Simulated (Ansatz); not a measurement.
```tsv
atom	x (Å)	y (Å)	z (Å)
W	-0.0684	0.0190	-0.0293
Cl	0.5254	0.6172	2.1916
H	1.5448	-0.4634	0.2409
F	-0.1781	1.8823	-0.3252
F	-1.8039	-0.2845	0.6461
F	-0.1618	-1.8314	-0.3128
O	0.3142	0.0730	-1.8792
H	0.5556	0.9283	-2.2963
H	-0.3300	-0.1482	4.4971
```

Core potentials replace the inner electrons of W; not at a stationary point (largest force 0.6 eV/Å).

Level of theory: Ansatz 0.2.0, UKS PBE/def2-SVP.

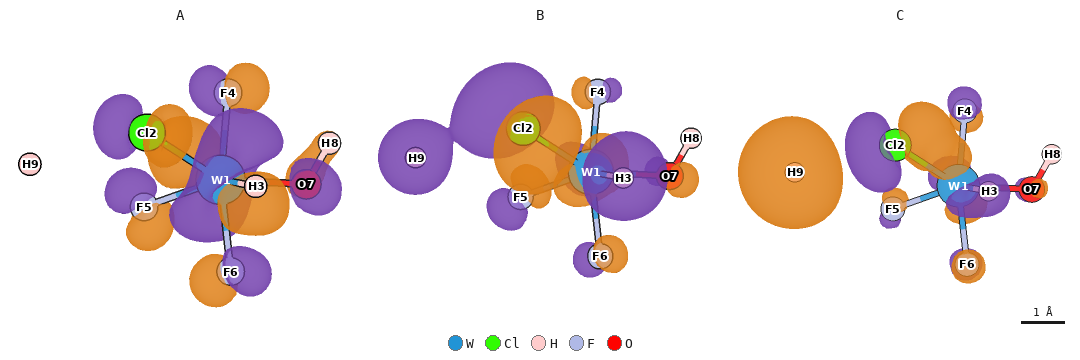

ClF$_{3}$H$_{2}$OW···H (doublet). Three frontier orbitals at ±0.1 Å⁻³ᐟ² (orange and purple are the two phases), in no order.

> Which picture is the HOMO−1, the HOMO and the LUMO? All are α orbitals.

B is the HOMO−1 (α) (−7.61 eV). Its weight (Hirshfeld) is mainly on Cl2 (about 55 %), W1 (about 15 %), H3 (about 15 %) and H9 (about 10 %). C is the HOMO (α) (−6.84 eV). It lies mainly on H9 (about 65 %), Cl2 (about 20 %) and W1 (about 5 %). A is the LUMO (α) (−4.84 eV). It lies mainly on W1 (about 65 %), F5 (about 10 %), F6 (about 5 %), Cl2 (about 5 %) and F4 (about 5 %).

> What is the gap between the highest occupied and lowest empty α orbitals?

2.00 eV between the orbital energies.
